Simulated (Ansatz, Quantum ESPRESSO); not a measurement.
# TePd (P6_3/mmc): electron–phonon coupling with Quantum ESPRESSO

What λ does ph.x give for TePd (P6_3/mmc), and how does it hang on the broadening? The first relaxation steps of the session are not shown, so no cell shown is the starting entry, unless a step says so.

Program: Ansatz 0.2.0 and Quantum ESPRESSO 7.5. Level of theory: DFT PBEsol, scalar-relativistic, plane waves, PAW, in the first sound run; inputs show where later runs differ. Results are calculated unless marked as measured.

### 1. The cell after earlier relaxation steps

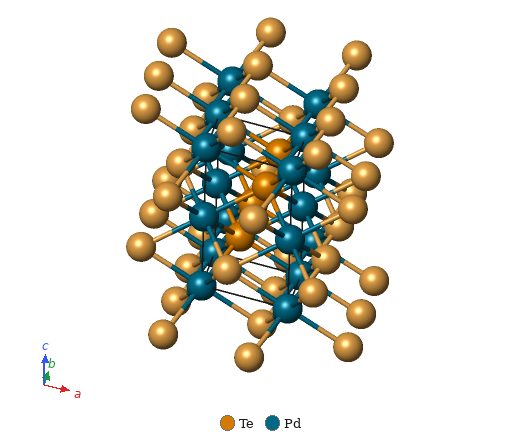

Start, viewed slightly off an axis; tellurium orange, palladium blue. 1×2×1 cells are drawn. Some periodic images of atoms are drawn too.

Coordinates:

```cif
data_structure
_symmetry_space_group_name_H-M 'P 1'
_symmetry_Int_Tables_number 1
_cell_length_a 4.1577
_cell_length_b 4.1577
_cell_length_c 5.6104
_cell_angle_alpha 90.000
_cell_angle_beta 90.000
_cell_angle_gamma 120.000
_cell_volume 83.99
loop_
_atom_site_label
_atom_site_type_symbol
_atom_site_fract_x
_atom_site_fract_y
_atom_site_fract_z
_atom_site_occupancy
Te1 Te 0.33333 0.66667 0.25000 1
Te2 Te 0.66667 0.33333 0.75000 1
Pd3 Pd 0.00000 0.00000 0.00000 1
Pd4 Pd 0.00000 0.00000 0.50000 1
```

### 2. Relaxing tightly for phonons

Phonons are second derivatives about the minimum, so the remaining forces must be small: the thresholds are tightened. Earlier relaxation steps are not shown.

Input file input.yaml:

```yaml
crystal:
  lattice:
    - [4.1577088937, 0.0, 0.0]
    - [-2.0788544468, 3.6006815235, 0.0]
    - [0.0, 0.0, 5.6104398957]
  atoms:
    - { symbol: Te, position: [0.3333333333, 0.6666666667, 0.25] }
    - { symbol: Te, position: [0.6666666667, 0.3333333333, 0.75] }
    - { symbol: Pd, position: [0.0, 0.0, 0.0] }
    - { symbol: Pd, position: [0.0, 0.0, 0.5] }
kpoints:
  mp_grid: { grid: [9, 9, 6] }
hamiltonian:
  xc: pbesol
scf:
  occupations: { method: methfessel_paxton, width: 0.2 }
output:
  forces: true
  stress: true
  eigenvalues: true
relax:
  adjacent_minimum: "off"
  f_tol: 0.001
  max_steps: 60
  cell: { stress_tol: 0.01 }
```

Launch:

```bash
$ ansatz run input.yaml --threads 8 --pin off --max-ram 16384MiB --backend cpu --events-out ev --progress --plain --runs-dir out
```

Numbers of over 12 decimals in the logs are rounded to 6 here.

The log of the run:

```text
[the first part of the log is left out]
  E_aug_tail   = 0.000053  (compensation charges beyond the density's cutoff)
  E_ewald      = -8470.093595
  E_core_change = 1.354679  (= ΣΔE_core)
  E_smearing   = -0.002818  (= −TS)
  E_closure    = -0.000000  (closes the sum)
  Σ components = -27617.839122   (vs F -27617.839122, Δ=0.00e0)
--- Forces (eV/Å), atoms counted from 1 ---
  atom   1  Te     0.00000000    -0.00000000    -0.00000000
  atom   2  Te     0.00000000     0.00000000     0.00000000
  atom   3  Pd    -0.00000000    -0.00000000    -0.00000000
  atom   4  Pd    -0.00000000     0.00000000     0.00000000
  max |Σ_I F_I| component: 1.73e-18 eV/Å
--- Stress (GPa, compression-positive) ---
        0.000413       0.000000      -0.000000
       -0.000000       0.000413      -0.000000
       -0.000000      -0.000000       0.000092
  P = ⅓ Tr σ = 0.0003 GPa (0.003 kbar)
--- Band table (eV; the first three rows and the last of 48) ---
  k-point 0: bands = ["-69.6160", "-69.6016", "-35.4544", "-35.4109", "-35.4109", "-35.3931", "-35.3931", "-35.2719", "-22.5313", "-22.5313", "-22.5249", "-22.5242", "-22.5234", "-22.5234", "-22.5213", "-22.5213", "-22.5188", "-22.5188", "1.4045", "3.8731", "8.4005", "9.4538", "9.4538", "10.3953", "11.2428", "11.2428", "11.7377", "11.7377", "12.8394", "12.8394", "13.8490", "13.8490", "14.7970", "15.5045", "16.7651", "16.7651", "17.2067", "18.2975", "20.1423", "20.1423", "23.0594"]
  k-point 1: bands = ["-69.6151", "-69.6026", "-35.4422", "-35.4097", "-35.4097", "-35.3943", "-35.3943", "-35.2842", "-22.5306", "-22.5306", "-22.5248", "-22.5243", "-22.5237", "-22.5237", "-22.5213", "-22.5213", "-22.5192", "-22.5192", "1.5151", "3.5914", "8.8115", "9.5534", "9.5534", "10.5235", "11.3177", "11.3177", "11.4695", "11.4695", "12.5832", "12.5832", "14.3165", "14.3165", "14.3830", "14.8227", "16.6723", "16.6723", "17.6114", "18.8715", "20.1978", "20.1978", "22.4572"]
  k-point 2: bands = ["-69.6124", "-69.6052", "-35.4091", "-35.4065", "-35.4065", "-35.3976", "-35.3976", "-35.3178", "-22.5289", "-22.5289", "-22.5247", "-22.5247", "-22.5247", "-22.5244", "-22.5211", "-22.5211", "-22.5201", "-22.5201", "1.8389", "2.9816", "9.7601", "9.8455", "9.8455", "10.7987", "10.8927", "10.8927", "11.5309", "11.5309", "12.2137", "12.2137", "13.6006", "13.6740", "15.1095", "15.1095", "16.3740", "16.3740", "18.4851", "19.6384", "20.3992", "20.3992", "21.5364"]
  k-point 47: bands = ["-69.6088", "-69.6088", "-35.4035", "-35.4035", "-35.4031", "-35.4031", "-35.3634", "-35.3634", "-22.5285", "-22.5285", "-22.5258", "-22.5258", "-22.5213", "-22.5213", "-22.5208", "-22.5208", "-22.5198", "-22.5198", "3.1934", "3.1934", "9.1353", "9.1353", "9.8373", "9.8373", "10.6069", "10.6069", "11.9153", "11.9153", "11.9786", "11.9786", "12.6442", "12.6442", "13.0028", "13.0028", "17.1290", "17.1290", "20.3445", "20.3445", "20.6185", "20.6185", "23.1648"]
--- Relaxed structure (3 steps of the walk, 3 accepted, 1 SCFs on fresh bases) ---
  F+E_penalty+E_count = -27617.83912203 eV   max|allowed force component| = 1.070e-17 eV/Å   (the final SCF, on the basis selected at the relaxed cell)
  cell:  # Å, volume = 84.0033 Å³
    - [4.157352, -2.8865007620928875e-11, 0]
    - [-2.078676, 3.600372, 0]
    - [0, 0, 5.612190]
  atoms:
    - { symbol: Te, position: [0.333333, 0.666667, 0.25] }
    - { symbol: Te, position: [0.666667, 0.333333, 0.75] }
    - { symbol: Pd, position: [0, 0, 0] }
    - { symbol: Pd, position: [0, 0, 0.5] }
```

Run time: 4.1 s. Hardware: 8 threads of Arm Neoverse V2, shared host; peak memory 0.56 GiB.

Little changed from the start: no atom moved by 0.005 Å and no cell edge by 0.1 %.

Numbers from this step:

| Quantity | Value |
| --- | --- |
| pressure | 3.06e-4 GPa |
| volume per atom | 21.00 Å³ |
| metallic on mesh | yes |
| gap on the k-mesh | 0 eV |

The largest force is now zero by symmetry and the largest stress component 4.1e-4 GPa.

### 3. Ground state with pw.x

ph.x needs a tightly converged ground state on the same k mesh; the cell is that of the step before.

This step: DFT PBEsol, scalar-relativistic, plane waves, GBRV ultrasoft pseudopotentials (Quantum ESPRESSO 7.5).

Input file pw.in:

```
 &control
    calculation='scf',
    prefix='x',
    outdir='./tmp',
    pseudo_dir='./pseudo',
    tprnfor=.true.,
    tstress=.true.,
 /
 &system
    ibrav=4,
    celldm(1)=7.85625591,
    celldm(3)=1.34994349,
    nat=4,
    ntyp=2,
    ecutwfc=45.0,
    ecutrho=360.0,
    occupations='smearing',
    smearing='fd',
    degauss=0.00734986,
    nbnd=37,
 /
 &electrons
    conv_thr=1.0d-11,
    mixing_beta=0.5,
 /
ATOMIC_SPECIES
 Te    127.6000  Te.upf
 Pd    106.4200  Pd.upf
ATOMIC_POSITIONS crystal
 Te     0.333333333   0.666666667   0.250000000
 Te     0.666666667   0.333333333   0.750000000
 Pd     0.000000000   0.000000000   0.000000000
 Pd     0.000000000   0.000000000   0.500000000
K_POINTS automatic
 6 6 4 0 0 0
```

Launch:

```bash
$ OMP_NUM_THREADS=1 mpirun -n 8 pw.x -nk 8 -in pw.in > pw.x.log
```

The log of the run:

```text
Program PWSCF v.7.5

     This program is part of the open-source Quantum ESPRESSO suite
     for quantum simulation of materials; please cite
         "P. Giannozzi et al., J. Phys.:Condens. Matter 21 395502 (2009);
         "P. Giannozzi et al., J. Phys.:Condens. Matter 29 465901 (2017);
         "P. Giannozzi et al., J. Chem. Phys. 152 154105 (2020);
     in publications or presentations arising from this work. More details at

     G-vector sticks info
     --------------------
     sticks:   dense  smooth     PW     G-vecs:    dense   smooth      PW
     Sum        1531     769    223                65267    23109    3715

     Using Slab Decomposition

     bravais-lattice index     =            4
     lattice parameter (alat)  =       7.8563  a.u.
     unit-cell volume          =     566.8825 (a.u.)^3
     number of atoms/cell      =            4
     number of atomic types    =            2
     number of electrons       =        44.00
     number of Kohn-Sham states=           37
     kinetic-energy cutoff     =      45.0000  Ry
     charge density cutoff     =     360.0000  Ry
     scf convergence threshold =      1.0E-11
     mixing beta               =       0.5000
     number of iterations used =            8  plain     mixing
     Exchange-correlation= SLA  PW   PSX  PSC
                           (   1   4  10   8   0   0   0)

     celldm(1)=   7.856256  celldm(2)=   0.000000  celldm(3)=   1.349943
     celldm(4)=   0.000000  celldm(5)=   0.000000  celldm(6)=   0.000000

     crystal axes: (cart. coord. in units of alat)
               a(1) = (   1.000000   0.000000   0.000000 )
               a(2) = (  -0.500000   0.866025   0.000000 )
               a(3) = (   0.000000   0.000000   1.349943 )

     reciprocal axes: (cart. coord. in units 2 pi/alat)
               b(1) = (  1.000000  0.577350 -0.000000 )
               b(2) = (  0.000000  1.154701  0.000000 )
               b(3) = (  0.000000 -0.000000  0.740772 )

     PseudoPot. # 1 for Te read from file:
     ./pseudo/Te.upf
     Pseudo is Ultrasoft + core correction, Zval =  6.0
     Using radial grid of  891 points,  5 beta functions with:
                l(1) =   0
                l(2) =   0
                l(3) =   1
                l(4) =   1
                l(5) =   2
     Q(r) pseudized with  6 coefficients,  rinner =    1.800   1.800   1.800
                                                       1.800   1.800

     PseudoPot. # 2 for Pd read from file:
     ./pseudo/Pd.upf
     Pseudo is Ultrasoft + core correction, Zval = 16.0
     Using radial grid of  887 points,  6 beta functions with:
                l(1) =   0
                l(2) =   0
                l(3) =   1
                l(4) =   1
                l(5) =   2
                l(6) =   2
     Q(r) pseudized with  8 coefficients,  rinner =    1.130   1.130   1.130
                                                       1.130   1.130

     atomic species   valence    mass     pseudopotential
     Te                6.00   127.60000     Te( 1.00)
     Pd               16.00   106.42000     Pd( 1.00)

     24 Sym. Ops., with inversion, found (12 have fractional translation)

   Cartesian axes

     site n.     atom                  positions (alat units)
         1        Te     tau(   1) = (  -0.0000000   0.5773503   0.3374859  )
         2        Te     tau(   2) = (   0.5000000   0.2886751   1.0124576  )
         3        Pd     tau(   3) = (   0.0000000   0.0000000   0.0000000  )
         4        Pd     tau(   4) = (   0.0000000   0.0000000   0.6749717  )

     number of k points=    21  Fermi-Dirac smearing, width (Ry)=  0.0073
                       cart. coord. in units 2pi/alat
        k(    1) = (   0.0000000   0.0000000   0.0000000), wk =   0.0138889
        k(    2) = (   0.0000000   0.0000000   0.1851929), wk =   0.0277778
        k(    3) = (   0.0000000   0.0000000  -0.3703859), wk =   0.0138889
        k(    4) = (   0.0000000   0.1924501   0.0000000), wk =   0.0833333
        k(    5) = (   0.0000000   0.1924501   0.1851929), wk =   0.1666667
        k(    6) = (   0.0000000   0.1924501  -0.3703859), wk =   0.0833333
        k(    7) = (   0.0000000   0.3849002   0.0000000), wk =   0.0833333
        k(    8) = (   0.0000000   0.3849002   0.1851929), wk =   0.1666667
        k(    9) = (   0.0000000   0.3849002  -0.3703859), wk =   0.0833333
        k(   10) = (   0.0000000  -0.5773503   0.0000000), wk =   0.0416667
        k(   11) = (   0.0000000  -0.5773503   0.1851929), wk =   0.0833333
        k(   12) = (   0.0000000  -0.5773503  -0.3703859), wk =   0.0416667
        k(   13) = (   0.1666667   0.2886751   0.0000000), wk =   0.0833333
        k(   14) = (   0.1666667   0.2886751   0.1851929), wk =   0.1666667
        k(   15) = (   0.1666667   0.2886751  -0.3703859), wk =   0.0833333
        k(   16) = (   0.1666667   0.4811252   0.0000000), wk =   0.1666667
        k(   17) = (   0.1666667   0.4811252   0.1851929), wk =   0.3333333
        k(   18) = (   0.1666667   0.4811252  -0.3703859), wk =   0.1666667
        k(   19) = (   0.3333333   0.5773503   0.0000000), wk =   0.0277778
        k(   20) = (   0.3333333   0.5773503   0.1851929), wk =   0.0555556
        k(   21) = (   0.3333333   0.5773503  -0.3703859), wk =   0.0277778

     Dense  grid:    65267 G-vectors     FFT dimensions: (  48,  48,  72)

     Smooth grid:    23109 G-vectors     FFT dimensions: (  36,  36,  48)

     Initial potential from superposition of free atoms

     starting charge      42.9996, renormalised to      44.0000

     negative rho (up, down):  1.424E-01 0.000E+00
     Starting wfcs are   32 randomized atomic wfcs +    5 random wfcs

     per-process dynamical memory:    47.2 Mb

     Self-consistent Calculation

     iteration #  1     ecut=    45.00 Ry     beta= 0.50
     Davidson diagonalization with overlap
     ethr =  1.00E-02,  avg # of iterations =  5.2

     negative rho (up, down):  1.405E-01 0.000E+00

     total energy              =    -447.91952856 Ry
     estimated scf accuracy    <       4.64815805 Ry

     iteration #  2     ecut=    45.00 Ry     beta= 0.50
     Davidson diagonalization with overlap
     ethr =  1.00E-02,  avg # of iterations =  2.0

     negative rho (up, down):  1.438E-01 0.000E+00

     total energy              =    -449.68475890 Ry
     estimated scf accuracy    <       5.12928887 Ry

     iteration #  3     ecut=    45.00 Ry     beta= 0.50
     Davidson diagonalization with overlap
     ethr =  1.00E-02,  avg # of iterations =  1.7

     negative rho (up, down):  1.448E-01 0.000E+00

[...]
estimated scf accuracy    <       0.00002373 Ry

     iteration #  7     ecut=    45.00 Ry     beta= 0.50
     Davidson diagonalization with overlap
     ethr =  5.39E-08,  avg # of iterations =  1.9

     negative rho (up, down):  1.458E-01 0.000E+00

     total energy              =    -450.25152079 Ry
     estimated scf accuracy    <       0.00000256 Ry

     iteration #  8     ecut=    45.00 Ry     beta= 0.50
     Davidson diagonalization with overlap
     ethr =  5.82E-09,  avg # of iterations =  2.1

     negative rho (up, down):  1.458E-01 0.000E+00

     total energy              =    -450.25152157 Ry
     estimated scf accuracy    <       0.00000049 Ry

     iteration #  9     ecut=    45.00 Ry     beta= 0.50
     Davidson diagonalization with overlap
     ethr =  1.12E-09,  avg # of iterations =  1.9

     negative rho (up, down):  1.458E-01 0.000E+00

     total energy              =    -450.25152170 Ry
     estimated scf accuracy    <       0.00000003 Ry

     iteration # 10     ecut=    45.00 Ry     beta= 0.50
     Davidson diagonalization with overlap
     ethr =  7.55E-11,  avg # of iterations =  3.1

     negative rho (up, down):  1.458E-01 0.000E+00

     total energy              =    -450.25152171 Ry
     estimated scf accuracy    <          1.9E-09 Ry

     iteration # 11     ecut=    45.00 Ry     beta= 0.50
     Davidson diagonalization with overlap
     ethr =  4.26E-12,  avg # of iterations =  2.6

     negative rho (up, down):  1.458E-01 0.000E+00

     total energy              =    -450.25152171 Ry
     estimated scf accuracy    <          2.9E-11 Ry

     iteration # 12     ecut=    45.00 Ry     beta= 0.50
     Davidson diagonalization with overlap
     ethr =  1.00E-13,  avg # of iterations =  3.3

     negative rho (up, down):  1.458E-01 0.000E+00

     End of self-consistent calculation

          k = 0.0000 0.0000 0.0000 (  2909 PWs)   bands (ev):

   -38.0820 -38.0364 -38.0364 -38.0187 -38.0187 -37.9004  -1.1903   1.2755
     5.8218   6.8665   6.8665   7.8060   8.6473   8.6473   9.1214   9.1214
    10.2737  10.2737  11.2572  11.2572  12.2055  12.9351  14.1689  14.1689
    14.5655  15.7159  17.5263  17.5263  20.8291  20.8291  21.3073  21.7136
    22.2291  22.2291  22.8945  22.8946  23.8335

          k = 0.0000 0.0000 0.1852 (  2939 PWs)   bands (ev):

   -38.0557 -38.0338 -38.0338 -38.0213 -38.0213 -37.9273  -0.9432   0.7086
     6.6691   7.0864   7.0864   8.0722   8.5888   8.5888   8.8138   8.8138
     9.8177   9.8177  11.4042  11.6610  12.1288  12.1288  13.9660  13.9660
    15.3913  16.7417  17.6453  17.6453  19.5007  19.5007  20.3535  20.8018
    22.3706  23.0427  23.0427  24.7709  24.7709

          k = 0.0000 0.0000-0.3704 (  2902 PWs)   bands (ev):

   -38.0276 -38.0276 -38.0276 -38.0276 -37.9918 -37.9918  -0.2461  -0.2461
     7.7118   7.7118   7.7118   7.7118   8.0826   8.0826   9.2561   9.2561
     9.2561   9.2561  10.5311  10.5311  13.2705  13.2705  13.2705  13.2705
    16.8523  16.8523  18.2115  18.2115  18.2115  18.2115  19.4655  19.4655
    24.3048  24.3048  25.2434  25.2434  25.2434

          k = 0.0000 0.1925 0.0000 (  2889 PWs)   bands (ev):

   -38.0819 -38.0371 -38.0366 -38.0192 -38.0188 -37.9004  -0.9391   1.1769
     6.1626   6.9524   7.1140   7.6660   8.2673   8.5219   8.7958   9.2275
    10.2258  10.2268  10.2694  10.9666  12.0174  12.8587  13.2648  14.1040
    15.8228  17.0707  17.8824  18.5956  18.6500  19.2744  19.6722  22.5581
    22.9352  23.1663  24.1698  24.8267  25.0468

          k = 0.0000 0.1925 0.1852 (  2896 PWs)   bands (ev):

[...]
22.8826  23.1456  23.7062  24.7071  25.9592

          k = 0.0000 0.1925-0.3704 (  2906 PWs)   bands (ev):

[...]
23.2057  23.2057  24.6882  24.6882  25.8859

          k = 0.0000 0.3849 0.0000 (  2888 PWs)   bands (ev):

[...]
24.0176  24.0183  26.1273  26.8679  27.2093

          k = 0.0000 0.3849 0.1852 (  2880 PWs)   bands (ev):

[...]
23.0883  23.4121  26.1826  26.5084  27.0302

          k = 0.0000 0.3849-0.3704 (  2878 PWs)   bands (ev):

[...]
23.8971  23.8971  24.2084  24.2084  27.1944

          k = 0.0000-0.5774 0.0000 (  2890 PWs)   bands (ev):

[...]
25.1655  25.3008  25.7248  26.0618  26.2209

          k = 0.0000-0.5774 0.1852 (  2872 PWs)   bands (ev):

[...]
23.8903  24.3214  25.6369  25.8922  26.6302

          k = 0.0000-0.5774-0.3704 (  2876 PWs)   bands (ev):

[...]
24.1876  24.1876  24.4713  24.4713  25.9170

          k = 0.1667 0.2887 0.0000 (  2881 PWs)   bands (ev):

[...]
23.5035  24.1156  24.4104  26.8264  27.0300

          k = 0.1667 0.2887 0.1852 (  2886 PWs)   bands (ev):

[...]
23.3813  23.8979  25.4063  25.4366  26.2943

          k = 0.1667 0.2887-0.3704 (  2888 PWs)   bands (ev):

[...]
23.1307  23.1307  25.1112  25.1112  26.9401

          k = 0.1667 0.4811 0.0000 (  2896 PWs)   bands (ev):

[...]
24.2244  25.2061  25.9538  25.9777  26.5363

          k = 0.1667 0.4811 0.1852 (  2892 PWs)   bands (ev):

[...]
24.1414  24.5568  25.0426  26.0766  26.4766

          k = 0.1667 0.4811-0.3704 (  2884 PWs)   bands (ev):

[...]
24.3944  24.3944  25.7410  25.7410  26.6176

          k = 0.3333 0.5774 0.0000 (  2916 PWs)   bands (ev):

[...]
23.3168  25.7516  25.7516  25.8711  26.3771

          k = 0.3333 0.5774 0.1852 (  2898 PWs)   bands (ev):

   -38.0551 -38.0357 -38.0357 -38.0228 -38.0228 -37.9270   0.5814   0.5814
     6.2032   6.6584   6.6584   7.9972   7.9972   8.6165   8.7094   9.4656
     9.4656  10.0145  10.0781  10.0781  10.6755  10.6755  13.2135  13.2135
    16.4663  18.2999  19.2095  19.2095  20.1025  20.5368  20.5368  23.4269
    23.5087  23.5087  25.9835  25.9835  26.7816

          k = 0.3333 0.5774-0.3704 (  2874 PWs)   bands (ev):

   -38.0292 -38.0292 -38.0292 -38.0292 -37.9913 -37.9913   0.6001   0.6001
     6.5498   6.5498   7.2314   7.2314   8.0188   8.0188   9.3354   9.3354
     9.4097   9.4097  10.0740  10.0740  10.4282  10.4282  14.5471  14.5471
    17.7366  17.7366  18.0751  18.0751  20.6553  20.6553  20.6976  20.6976
    22.5470  22.5470  27.8363  27.8363  28.5063

     the Fermi energy is    12.3450 ev

!    total energy              =    -450.25152171 Ry
     estimated scf accuracy    <          1.1E-12 Ry
     smearing contrib. (-TS)   =      -0.00614657 Ry
     internal energy E=F+TS    =    -450.24537514 Ry

     The total energy is F=E-TS. E is the sum of the following terms:
     one-electron contribution =    -195.48383187 Ry
     hartree contribution      =     125.29810423 Ry
     xc contribution           =     -91.22247179 Ry
     ewald contribution        =    -288.83717571 Ry

     convergence has been achieved in  12 iterations

     negative rho (up, down):  1.458E-01 0.000E+00

     Forces acting on atoms (cartesian axes, Ry/au):

     atom    1 type  1   force =     0.00000000    0.00000000   -0.00000000
     atom    2 type  1   force =     0.00000000    0.00000000    0.00000000
     atom    3 type  2   force =    -0.00000000   -0.00000000    0.00000000
     atom    4 type  2   force =     0.00000000   -0.00000000    0.00000000

     Total force =     0.000000     Total SCF correction =     0.000000

     Computing stress (Cartesian axis) and pressure

     negative rho (up, down):  1.458E-01 0.000E+00
          total   stress  (Ry/bohr**3)                   (kbar)     P=       13.10
   0.00009776  -0.00000000   0.00000000           14.38       -0.00        0.00
  -0.00000000   0.00009776   0.00000000           -0.00       14.38        0.00
   0.00000000  -0.00000000   0.00007163            0.00       -0.00       10.54

     Writing all to output data dir ./tmp/x.save/ :
     XML data file, charge density, pseudopotentials, collected wavefunctions

   JOB DONE.
```

The job ended after 8.5 s (8 MPI ranks).

This step gave:

```yaml
pressure: 1.31 GPa
```

With these potentials, mesh and smearing the cell is at 1.3 GPa.

(Part 1 of 2 ends here.)

[Logs are printed without paths, hosts, clocks, repeated set-up lines and the standing remarks that a program may print on its own settings, such as how far it seeks lower states.]

[Hosts, paths, dates, database ids (printed as entryN), source tags and the programs' standing remarks are cut or masked in the printed files.]
